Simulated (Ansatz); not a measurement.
## Electronic structure of H6N2Si···HF in real space

```xyz
11

Si   -0.1722   -0.9377   -0.0134
N     1.0695    0.0987   -0.6902
H    -0.6582   -2.0101   -0.9230
H     0.5216   -1.5664    1.1435
N    -1.5028    0.0703    0.3000
H     0.9500    1.4057    0.3381
F     0.7351    2.0907    0.9802
H     2.0146   -0.2609   -0.6609
H     0.8828    0.4772   -1.6102
H    -1.3924    0.9016    0.8610
H    -2.4482   -0.2692    0.2749
```

The reactant side of a reaction path; geometry: PBE0-D4/def2-TZVP.

Computed with RKS PBE0-D4/def2-TZVPP in Ansatz.

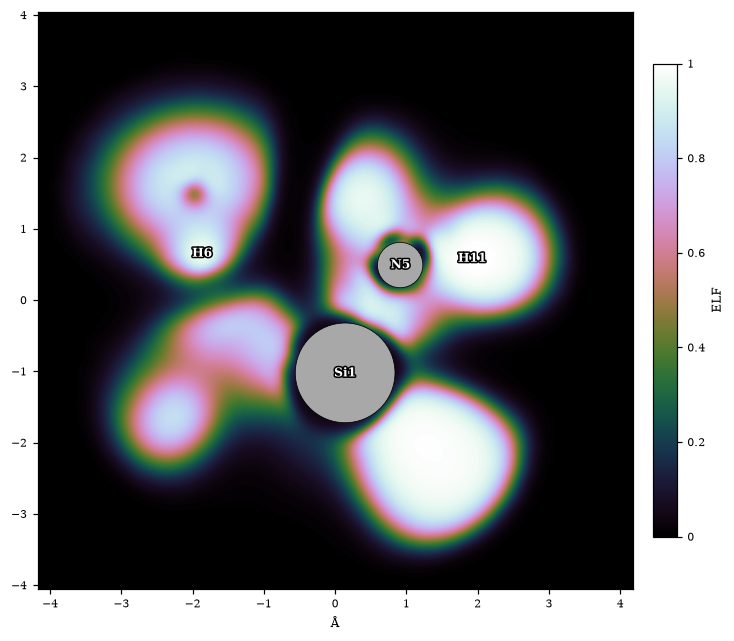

Figure 1. ELF on the plane of atoms Si1, N5 and H11. Grey discs cover the atomic cores.

### What does the map show?

- The plane passes through Si, N and H nuclei.
- Si–N (1.70 Å): the ELF peaks at about 0.90 between the atoms, as expected for a shared but strongly polarised pair.
- N–H (1.00 Å): the ELF climbs to about 1 towards the hydrogen, as it does in any bond to H; a covalent bond by its length.
- The ELF also peaks beside N2 and F7, away from the bonds: lone-pair regions.

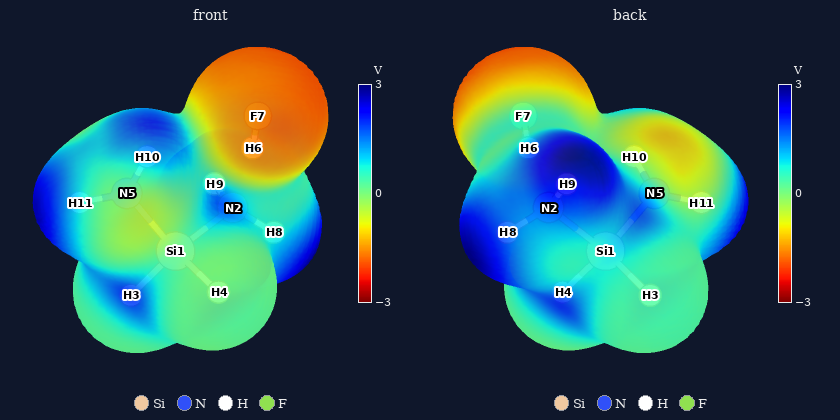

Figure 2. The molecular electrostatic potential painted on the density surface at 0.004 e/bohr³, seen from the front and from behind; the colour scale runs from red (negative) to blue (positive).

### Describe the electrostatic potential map.

The most negative region (about −1.9 V) lies over F7, the most positive (about +2.9 V) over H8 and H9.

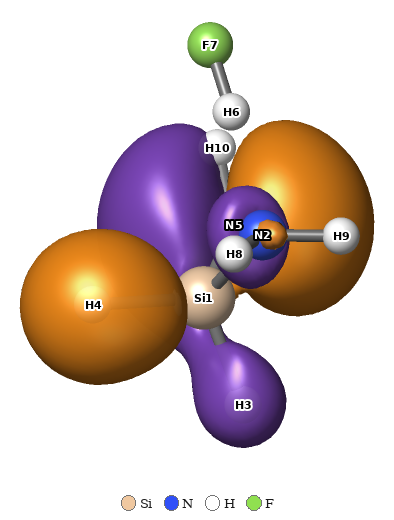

Figure 3. The HOMO at ±0.08 Å⁻³ᐟ² (orange and purple are the two phases), seen at an oblique angle.

### Where does this orbital lie, and at what energy?

It lies mainly on N5 (about 60 %), Si1 (about 15 %) and H4 (about 10 %). Its energy is −7.66 eV.

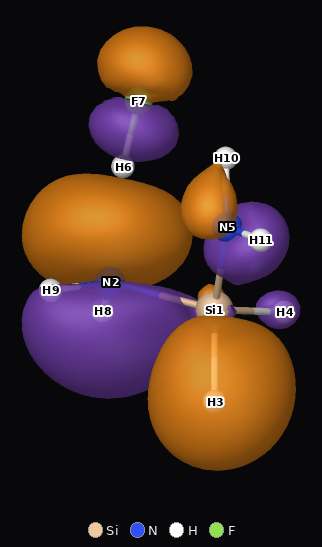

Figure 4. The HOMO−1 at ±0.08 Å⁻³ᐟ² (orange and purple are the two phases), seen at an oblique angle.

### Where does this orbital lie, and at what energy?

It lies mainly on N2 (about 50 %), Si1 (about 15 %), H3 (about 10 %) and F7 (about 10 %). Its energy is −8.55 eV.
